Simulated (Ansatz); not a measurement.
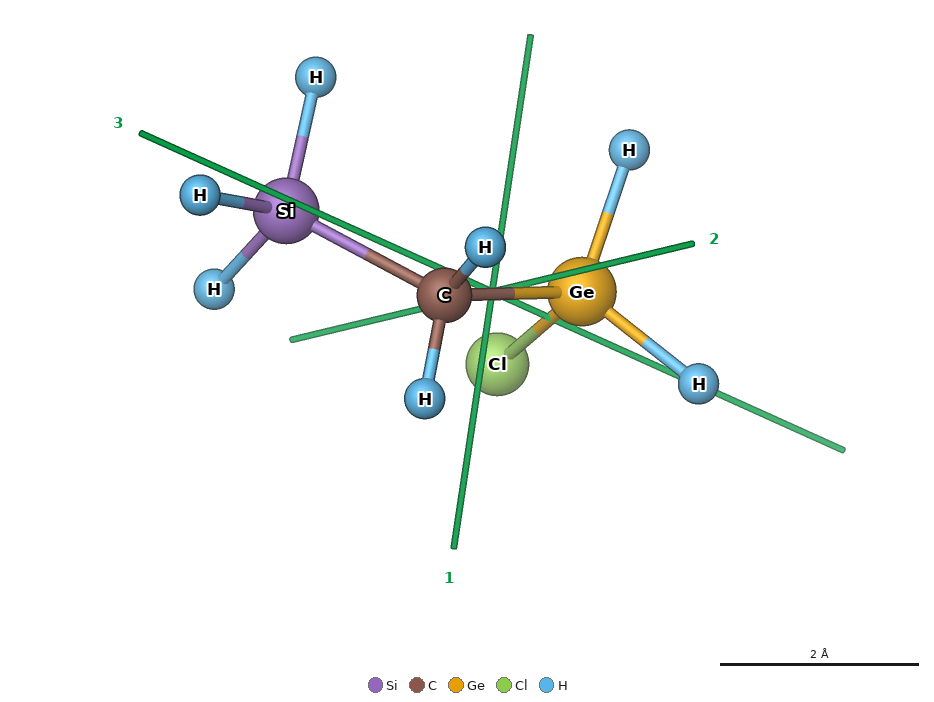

The three principal axes of inertia are drawn and numbered. Atoms fade into the background with distance from the viewer. The computed structure is the end point of a PBE0-D4/def2-TZVP optimisation. No frequency run is at hand to confirm it as a minimum. Masses are those of the most abundant isotopes; constants are for the rigid equilibrium geometry.

Q: Which line is the a axis (least moment of inertia), which b and which c?

A: a is line 3, b is line 2, c is line 1; the moments are 138, 308, 418 u Å².

Q: Classify the rotor and give the rotational constants (MHz).

A: An asymmetric top (C1): A = 3652, B = 1639, C = 1210 MHz. Ray's parameter κ is −0.65, nearer the prolate limit.
